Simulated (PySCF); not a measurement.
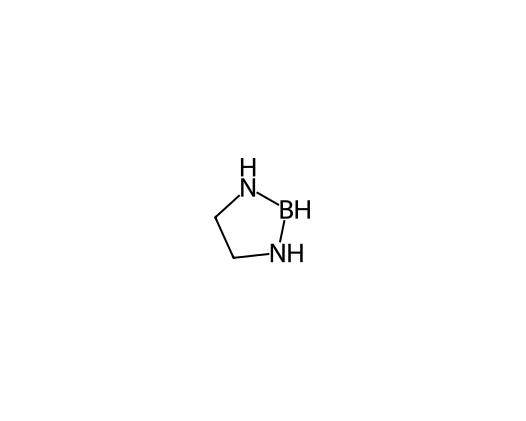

2D structure.

Write the SMILES.

Answer. B1NCCN1

What is the molecular formula?

Answer. C2H7BN2.

The parts below concern this one geometry. Atoms keep their numbers from picture to picture. The geometry was computed by an optimisation with GFN2-xTB. No frequency run is at hand to confirm it as a minimum.

Geometry

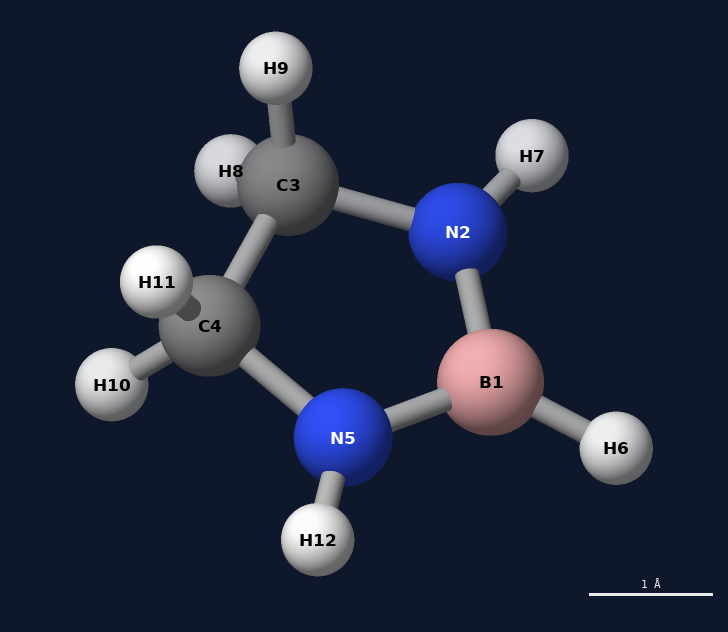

No frequency run is at hand to confirm it as a minimum.

How are the neighbours of atom 3 arranged?

Answer. C3 has 4 neighbours (N2 at 1.45, C4 at 1.54, H8 at 1.10, H9 at 1.10 Å); the arrangement is tetrahedral.

How are the neighbours of atom 2 arranged?

Answer. N2 has 3 neighbours (B1 at 1.40, C3 at 1.45, H7 at 1.00 Å); the arrangement is trigonal planar.

Describe the coordination of atom 1.

Answer. B1 has 3 neighbours (N2 at 1.40, N5 at 1.40, H6 at 1.16 Å); the arrangement is trigonal planar.

What is the dihedral angle N2–C3–C4–N5?

Answer. 0° in size, that is syn (eclipsed).

Electronic properties

No frequency run is at hand to confirm it as a minimum. Level of theory: PBE0/def2-SVPD, gas phase (PySCF 2.14.0). Excitations: vertical, linear response.

What does the calculation give?

- dipole moment: 1.29 D
- HOMO energy (Kohn–Sham orbital): −5.95 eV
- LUMO energy (Kohn–Sham orbital): 0.64 eV
- HOMO–LUMO gap: 6.59 eV
- mean static polarisability: 51.3 bohr³
- lowest vertical singlet excitation: 5.34 eV
- its oscillator strength: 0.000
- brightest of the 6 lowest singlets: 6.41 eV
- its oscillator strength: 0.06

NMR shielding

The questions are on isotropic NMR shieldings of the H atoms. No frequency run is at hand to confirm it as a minimum. Level of theory: GIAO PBE0/pcSseg-1 NMR shielding, non-relativistic, gas phase (PySCF 2.14.0).

Give the isotropic NMR shieldings of the H atoms atom by atom.

```json
{"atom": "H6", "σ (ppm)": "27.69"}
{"atom": "H7", "σ (ppm)": "29.40"}
{"atom": "H8", "σ (ppm)": "28.00"}
{"atom": "H9", "σ (ppm)": "28.00"}
{"atom": "H10", "σ (ppm)": "28.01"}
{"atom": "H11", "σ (ppm)": "28.00"}
{"atom": "H12", "σ (ppm)": "29.40"}
```

Ring current

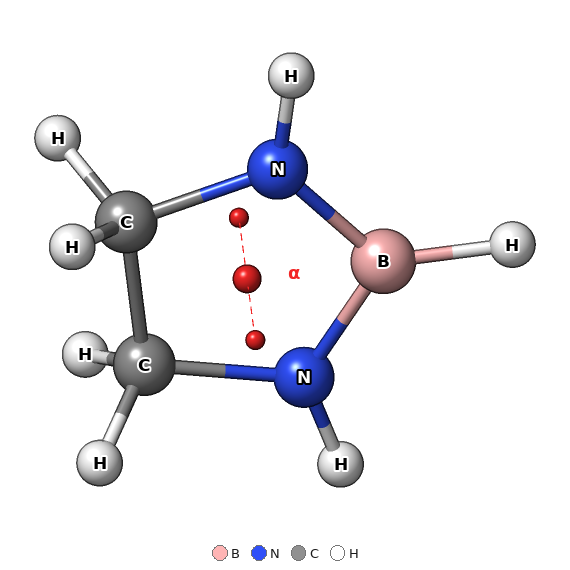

The small points mark where nucleus-independent chemical shifts (NICS) were computed: at the centre of each lettered ring and 1 Å above and below it. No frequency run is at hand to confirm it as a minimum. Level of theory: GIAO PBE0/pcSseg-1 NMR shielding, non-relativistic, gas phase (PySCF 2.14.0).

Give NICS(0), NICS(1) and the out-of-plane component NICS(1)zz for each ring (means of the two sides).

```csv
ring,members,NICS(0),NICS(1),NICS(1)zz
α,C2BN2,−5.2,−1.5,−2.8
```

Values in ppm.

What do the values say about the ring currents?

Answer. Ring α: weak, as in a non-aromatic ring. NICS is one index among several.

The geometry is semi-empirical. Around B such bond lengths and angles can be off by a tenth of an ångström or more and by several degrees, and values that hang on the shape move with them.
